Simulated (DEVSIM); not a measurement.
Structure: TaN/AlN/p-GaAs capacitor, at 300 K.

| layer (left to right) | material | thickness (nm) | Na (cm⁻³) |
|---|---|---|---|
| 1 | AlN | 26.0 | - |
| 2 | GaAs | 7400 | 7.5e15 |

Metal gate on the left, work function 4.4 eV. Fixed charge at the semiconductor interface -5.7e11 cm⁻² (in units of +e); interface traps 1e10 cm⁻² eV⁻¹, uniform in energy, neutral level at 0.7 of the gap above the valence band.

The device is made up for the run: typed textbook-type constants, with dimensions and the other settings drawn at random. Values at 300 K.

| parameter | AlN | GaAs |
|---|---|---|
| gap (eV) | 6.1 | 1.424 |
| affinity (eV) | 1.9 | 4.07 |
| permittivity | 8.5 | 12.9 |
| Nc (cm⁻³) | - | 4.7e17 |
| Nv (cm⁻³) | - | 9e18 |

Simulated with DEVSIM: 1D Poisson equation in equilibrium, Boltzmann statistics, complete ionisation; no quantum confinement or tunnelling. Metal contacts follow the ideal Schottky-Mott rule: no Fermi-level pinning, no interface dipoles.

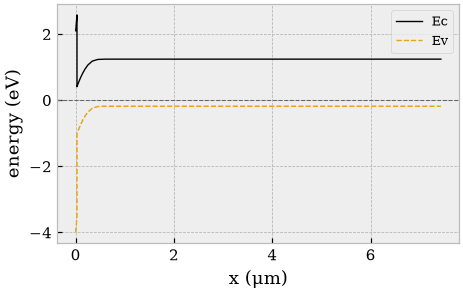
Band edges at 0.4 V on the gate

Energies count from the Fermi level of the right contact; mesh points crowd at the junctions.

```csv
x (μm),Ec (eV),Ev (eV),n (cm⁻³),p (cm⁻³),field (V/cm)
0.000,2.100,-4.000,< 1e2,< 1e2,180000
0.001751,2.132,-3.968,< 1e2,< 1e2,180000
0.005683,2.204,-3.896,< 1e2,< 1e2,180000
0.01466,2.369,-3.731,< 1e2,< 1e2,180000
0.02324,2.527,-3.572,< 1e2,< 1e2,180000
0.02552,2.569,-3.531,< 1e2,< 1e2,180000
0.02690,0.412,-1.012,5.7e10,< 1e2,41000
0.03207,0.433,-0.991,2.5e10,200,41000
0.04353,0.479,-0.945,4.3e9,1200,39000
0.07150,0.585,-0.839,7.1e7,72000,36000
0.1454,0.825,-0.599,6500,7.8e8,29000
0.4471,1.232,-0.192,< 1e2,5.3e15,1700
1.079,1.241,-0.183,< 1e2,7.5e15,≈ 0
2.748,1.241,-0.183,< 1e2,7.5e15,≈ 0
5.945,1.241,-0.183,< 1e2,7.5e15,≈ 0
6.853,1.241,-0.183,< 1e2,7.5e15,≈ 0
7.197,1.241,-0.183,< 1e2,7.5e15,≈ 0
7.338,1.241,-0.183,< 1e2,7.5e15,≈ 0
7.402,1.241,-0.183,< 1e2,7.5e15,≈ 0
7.417,1.241,-0.183,< 1e2,7.5e15,≈ 0
7.423,1.241,-0.183,< 1e2,7.5e15,≈ 0
7.426,1.241,-0.183,< 1e2,7.5e15,≈ 0
```
